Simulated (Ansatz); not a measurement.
# ClCuH (charge +1): what the fields show

The calculation's input:

```
crystal:
  periodic: [false, false, false]
  atoms:
    - {symbol: Cu, position_ang: [0.044312, -0.007562, -1.628115]}
    - {symbol: Cl, position_ang: [0.558160, -0.095510, 0.546500]}
    - {symbol: H, position_ang: [-0.602470, 0.103072, 1.081615]}
basis:
  gaussian: {orbitals: "def2-TZVPPD.json"}
total_charge: 1
hamiltonian: {xc: pbe0, dispersion: d4}
output: {orbitals: {seedname: orbitals}}
```

Launched as:

```sh
ansatz run in.yaml --threads 2 --pin off --events-out ev --progress --plain --max-ram 5222MiB
```

Geometry: PBE0-D4/def2-TZVP.

All numbers below come from Ansatz, RKS PBE0-D4/def2-TZVPPD.

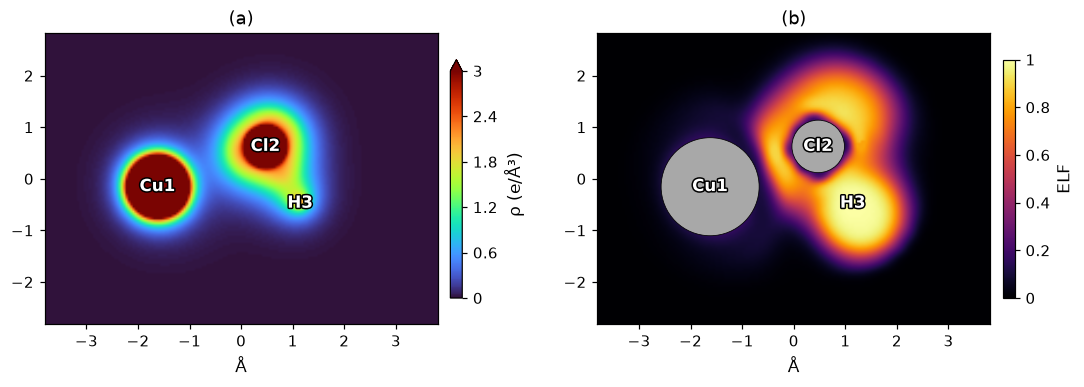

Figure 1. (a) total electron density; (b) ELF on the molecular plane. Grey discs cover the atomic cores in the ELF map.

> Interpret the plot.

The plane passes through Cu, Cl and H nuclei.
Cu–Cl (2.24 Å): the density is about 0.55 e/Å³ at the midpoint; the ELF peaks at about 0.90 in the valence shell of Cl, 0.8 Å from its nucleus, and is about 0.40 at the midpoint.
Cl–H (1.29 Å): the density is about 2 e/Å³ at the midpoint; the ELF climbs to about 1 towards the hydrogen, as it does in any bond to H (a covalent bond by its length).

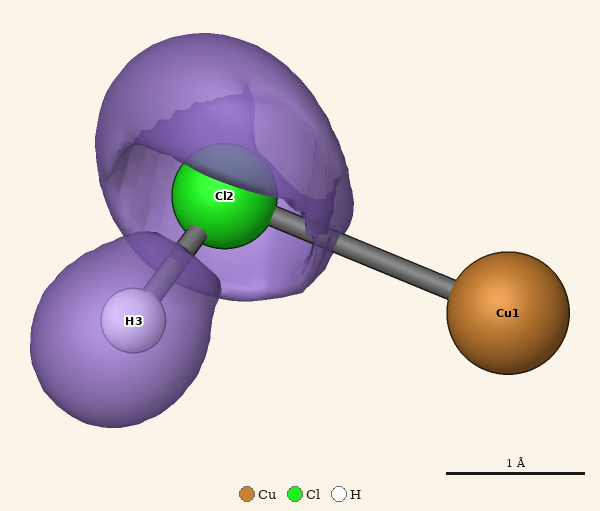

Figure 2. Isosurface of the ELF at 0.85 (purple), seen at a tilt. Core shells and regions of very low density are left out.

> Where are the electrons localised?

The ELF exceeds this value in one region around a hydrogen nucleus and one region wrapped around Cl (its valence shell).

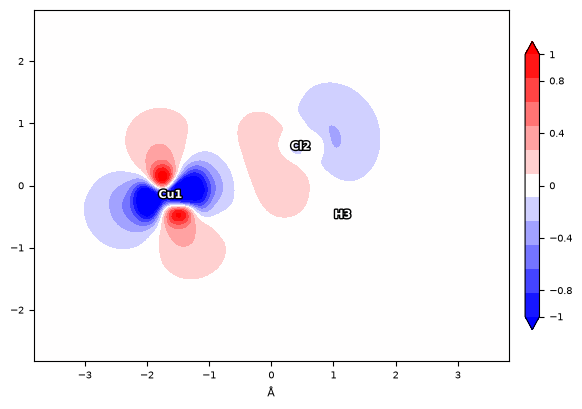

Figure 3. The HOMO on the molecular plane (values in Å⁻³ᐟ²; the overall sign is arbitrary).

> Where does this orbital lie, and at what energy?

It lies mainly on Cu1 (about 90 %) and Cl2 (about 10 %). Its energy is −14.37 eV.
